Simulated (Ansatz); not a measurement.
**SiHCl (SMILES [SiH]Cl): CCSD(T)/cc-pVTZ**

What is the energy change on altering one bond length of SiHCl at CCSD(T)/cc-pVTZ? 

Program for the calculation: Ansatz 0.2.0.

59 further runs of the same task are left out: 59 set aside as unsound or not needed.

### 1 The structure to begin with

The species is SiHCl (3 atoms), meant as a singlet with charge 0. As SMILES, `[SiH]Cl`. The shape is that of a PBE0-D4/def2-TZVP optimisation.

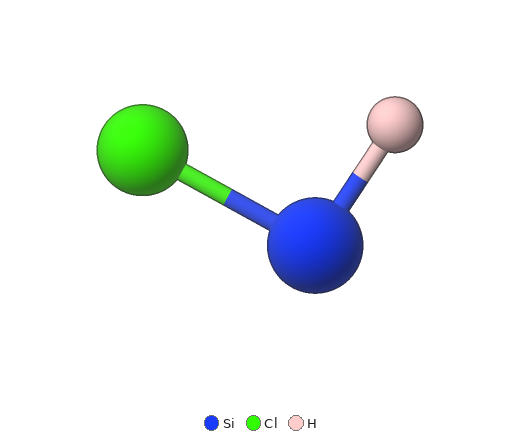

Viewed from a chosen angle; silicon blue, chlorine green, hydrogen pink.

### 2 The energy at CCSD(T)/cc-pVTZ

Input file input.yaml:

```yaml
crystal:
  periodic: [false, false, false]
  atoms:
    - symbol: Si
      position_ang: [-0.548300, 0.570970, -0.233910]
    - symbol: Cl
      position_ang: [1.275420, 0.352820, 0.736230]
    - symbol: H
      position_ang: [-0.727130, -0.923790, -0.502320]
basis:
  gaussian: {orbitals: cc-pVTZ}
magnetization: {spin_polarized: false}
accuracy: high
scf: {omitted_lower_state_checks: [cluster_reference, increment]}
correlation: {method: ccsd_t, frozen_orbitals: {Cl: 5, H: 0, Si: 5}}
```

Started as:

```console
ansatz run input.yaml --threads 1 --pin off --max-ram 3480MiB --events-out events.jsonl --progress --plain --runs-dir runs
```

The log of the run (excerpt; [...] marks lines left out):

```text
Warning: RAYON_NUM_THREADS=1 ignored (pool sized by the plan → 1); use --threads N
Functional definition: HF
  name "HF"
[...]
1263 factors; integrals over basis functions are off by at most 3.9e-9 eV
[...]
mean field -20382.44511702 eV, -749.0410423331 hartree, gradient 2.4e-8 eV, S^2 0.000000; 0 other end points of the search recorded, 0 dependent functions left out; unrestricted orbitals would lower it
10 core orbitals not correlated: weight in the atoms' cores, before any rotation towards them, 1.000 or more for the frozen orbitals, at most 0.000 for the correlated occupied ones
reference -20382.44511702 eV, -749.0410423331 hartree; 6, 6 occupied and 66, 66 virtual orbitals, 1263 factors
second order -7.85188679 eV of doubles, -0.00000000 eV of singles
cycle   1  -8.46239957 eV  change   -6.1e-1 eV  update   7.3e-2
[...]
cycle  24  -8.76672685 eV  change  -9.3e-10 eV  update  3.6e-10
perturbative correction -0.36234636 eV, -0.0133159833 hartree
Total energy: -20391.57419024 eV, -749.3765295859 hartree
Checks for a lower state left out: cluster_reference, increment
```

Run time: 4.2 s. Hardware: 1 thread of Arm Neoverse V1, shared host; peak memory 0.31 GiB.

### 3 The distorted shape, same level

Input file input.yaml:

```yaml
crystal:
  periodic: [false, false, false]
  atoms:
    - {symbol: Si, position_ang: [-1.095375, 0.636410, -0.524930]}
    - {symbol: Cl, position_ang: [1.275420, 0.352820, 0.736230]}
    - {symbol: H, position_ang: [-1.274205, -0.858350, -0.793340]}
basis:
  gaussian:
    orbitals: cc-pVTZ
accuracy: high
scf:
  omitted_lower_state_checks: [cluster_reference, increment]
correlation:
  method: ccsd_t
  frozen_orbitals: {Cl: 5, H: 0, Si: 5}
```

Started as:

```console
ansatz run input.yaml --threads 1 --pin off --max-ram 3480MiB --events-out events.jsonl --progress --plain --runs-dir runs
```

The log of the run (excerpt; [...] marks lines left out):

```text
Warning: RAYON_NUM_THREADS=1 ignored (pool sized by the plan → 1); use --threads N
[... 2 set-up lines as earlier in the session ...]
[...]
1214 factors; integrals over basis functions are off by at most 4.1e-9 eV
[...]
mean field -20381.08286427 eV, -748.9909804677 hartree, gradient 1.9e-8 eV, S^2 0.000000; 0 other end points of the search recorded, 0 dependent functions left out; unrestricted orbitals would lower it
10 core orbitals not correlated: weight in the atoms' cores, before any rotation towards them, 1.000 or more for the frozen orbitals, at most 0.000 for the correlated occupied ones
reference -20381.08286427 eV, -748.9909804677 hartree; 6, 6 occupied and 66, 66 virtual orbitals, 1214 factors
second order -7.77778491 eV of doubles, -0.00000000 eV of singles
cycle   1  -8.39116236 eV  change   -6.1e-1 eV  update   8.8e-2
[...]
cycle  26  -8.74227256 eV  change  -6.0e-11 eV  update   1.3e-9
perturbative correction -0.38570739 eV, -0.0141744852 hartree
Total energy: -20390.21084422 eV, -749.3264275438 hartree
Checks for a lower state left out: cluster_reference, increment
```

It took 4.2 s on 1 thread of Arm Neoverse V1, shared host; peak memory 0.3 GiB.

### 4 What came out

At CCSD(T)/cc-pVTZ, 10 core orbitals frozen:

| quantity | value |
| --- | --- |
| first shape: total energy | -749.37653 Eh |
| first shape: correlation energy (10 core orbitals frozen) | -335.5 mEh |
| first shape: (T) correction | -13.32 mEh |
| first shape: T1 diagnostic | 0.013 |
| distorted shape: total energy | -749.32643 Eh |
| distorted shape: correlation energy (10 core orbitals frozen) | -335.4 mEh |
| distorted shape: (T) correction | -14.17 mEh |
| distorted shape: T1 diagnostic | 0.020 |
| energy change with the Si1–Cl2 bond stretched from 2.077 to 2.700 Å | 1.363 eV |

What this shows: With the Si1–Cl2 bond stretched from 2.077 to 2.700 Å the energy rises by 1.36 eV (31 kcal/mol). The first shape isn't relaxed at this level, so the change isn't measured from a minimum. The restricted solution (first shape) is unstable to spin breaking: an unrestricted one lies lower. The triples (first shape) make up 4.0 % of the correlation energy. The restricted solution (distorted shape) is unstable to spin breaking: an unrestricted one lies lower. The triples (distorted shape) make up 4.2 % of the correlation energy.
